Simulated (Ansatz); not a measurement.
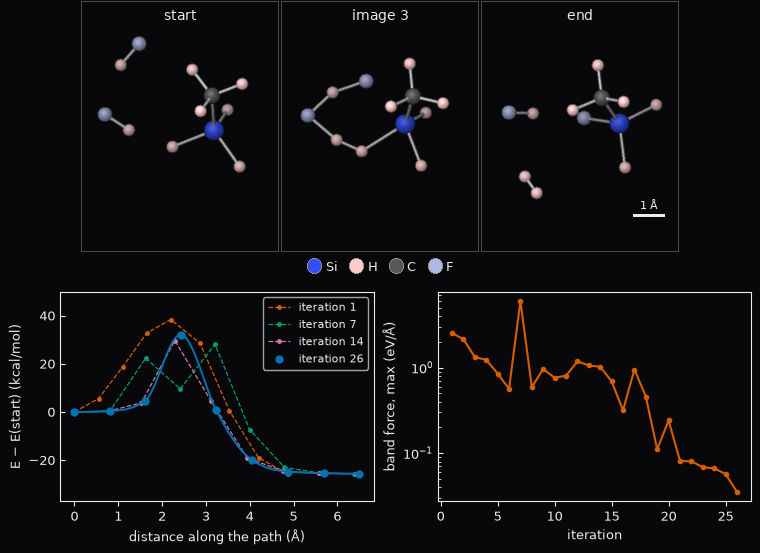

A nudged-elastic-band calculation for CH8F2Si. Images are numbered from 0 (start) to 8 (end). The plot follows the band through its iterations. The picture is a ball-and-stick view, seen at a tilt.

Computed with RKS CAM-B3LYP-D4/def2-mTZVP in Ansatz. Settings: 7 movable images; climbing image; force threshold 0.05 eV/Å; iteration limit 60; starting path through a guess of the saddle point.

Did the band converge, and can the barrier be trusted?

Answer. The result is final at these settings. The band converged in 26 iterations. The largest component of the band force went from 2.5 to 0.035 eV/Å. The climbing image converged on the top of the path. Its vibrational analysis gives one imaginary mode (1202i cm⁻¹), as a transition state must have. The first iteration put the highest image at 38.4 kcal/mol. Forward barrier 32.1 kcal/mol, backward barrier 57.8 kcal/mol, with image 3 at the top; the reaction energy is −25.6 kcal/mol.

Cost: 7.3 min on 4 threads of Arm Neoverse N1, on a shared host, peak memory 0.27 GiB.
